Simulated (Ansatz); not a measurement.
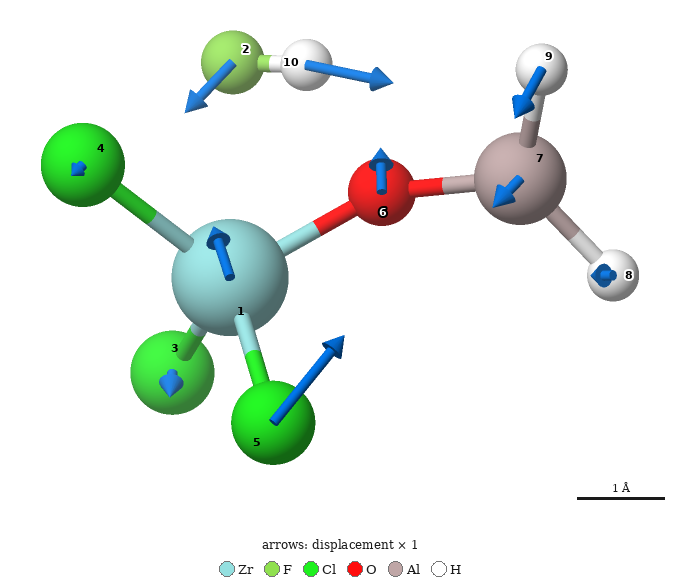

A relaxation of ZrAlH$_{3}$OCl$_{3}$F. The starting structure is drawn; blue arrows show the displacements, at their true length. The two geometries are superimposed by the best rigid fit.

Style: ball-and-stick. Shown at a tilt.

The run prepares an end point of a later path (reaction) calculation, from a guessed geometry.

Computed with RKS PBE/def2-SVP in Ansatz. (no spin polarisation; force threshold 0.03 eV/Å; at most 50 steps)

What happened in the run?

The atom that moves furthest after the best rigid fit is Cl5 (1.35 Å). Largest moves by element: Cl 1.35 Å, H 1.12 Å, F 0.82 Å, Zr 0.81 Å, O 0.62 Å, Al 0.49 Å. Among the contacts that change: Cl5–Al7 4.145 → 2.318 Å, F2–H10 0.933 → 2.545 Å, Zr1–F2 3.170 → 1.909 Å, O6–H10 2.203 → 0.977 Å. New bonds form, among them: Cl5–Al7 (4.15 → 2.32 Å), O6–H10 (2.20 → 0.98 Å), Zr1–F2 (3.17 → 1.91 Å). Bonds break, among them: F2–H10 (0.93 → 2.55 Å). Among the angles between lasting bonds that change: Cl5–Zr1–O6 103.1° → 71.7°, Zr1–O6–Al7 142.9° → 117.2°, Cl3–Zr1–Cl5 106.8° → 93.1°. After 21 accepted moves (22 points after the start) the energy has fallen by 40.9 kcal/mol. Largest force component: 1.3 eV/Å at the start, 0.01 eV/Å at the end. The line search rejected the trial step at point 18 of the run. The run took 81 s on 4 threads of Arm Neoverse V1, with other jobs on the host, peak memory 0.24 GiB.

Limits of the set-up: the start holds two separate molecules, 2.2 Å apart at their closest, whose relative position is a soft coordinate and is computed without a dispersion correction.
